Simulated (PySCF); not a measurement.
# F$_{5}$Si (SMILES F[Si-](F)(F)(F)F) (charge −1): what the fields show

The calculation's input:

```
{"job": {"kind": "nmr", "xc": "PBE0", "basis": "pcSseg-1", "pop": false}, "charge": -1, "multiplicity": 1}
F     -0.587120     1.574418    -0.068367
Si     0.015165     0.013521    -0.029141
F      1.430802     0.656362     0.589093
F      0.932055    -1.271745    -0.583862
F     -1.097831    -0.364483    -1.220512
F     -0.693071    -0.608074     1.312789
```

Command:

```sh
OMP_NUM_THREADS=1 python ens_run.py task.json out
```

Geometry: B3LYP-D3(BJ)/def2-SVP; a saddle point, not a minimum.

Method: PBE0/pcSseg-1, SCF density, gas phase, non-relativistic in PySCF.

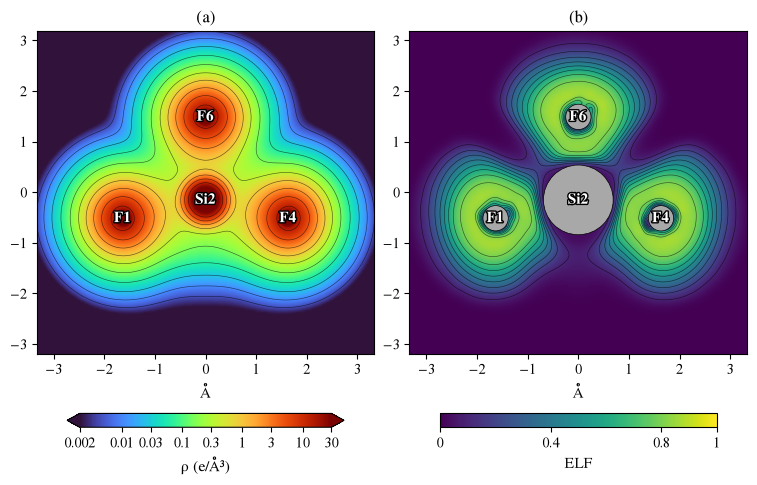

Figure 1. (a) total electron density; (b) ELF on the plane of atoms F4, Si2 and F6. Grey discs cover the atomic cores in the ELF map.

Read the bonding off the picture.

Answer. The section cuts through F and Si sites.
Si–F (1.64 Å): the density is about 1 e/Å³ at the midpoint; the ELF peaks at about 0.85 in the valence shell of F, 0.6 Å from its nucleus, and is about 0.55 at the midpoint.
The ELF also peaks beside F1, F4 and F6, away from the bonds: lone-pair regions.

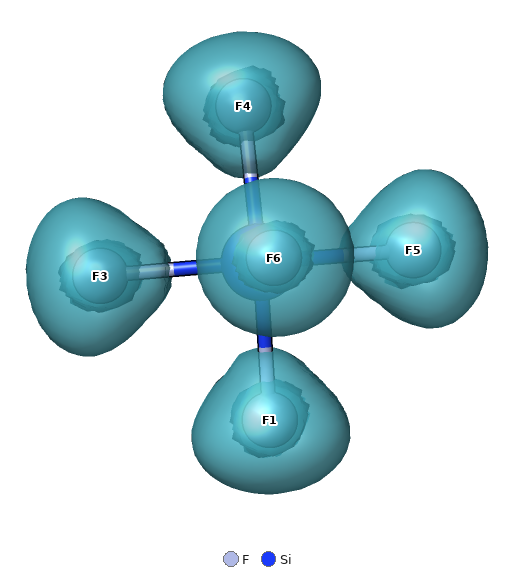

Figure 2. Isosurface of the ELF at 0.75 (cyan), seen at an oblique angle. Core shells and regions of very low density are left out.

Describe the localisation domains.

Answer. The ELF exceeds this value in five regions wrapped around F (its lone pairs, merged into a ring or cap).
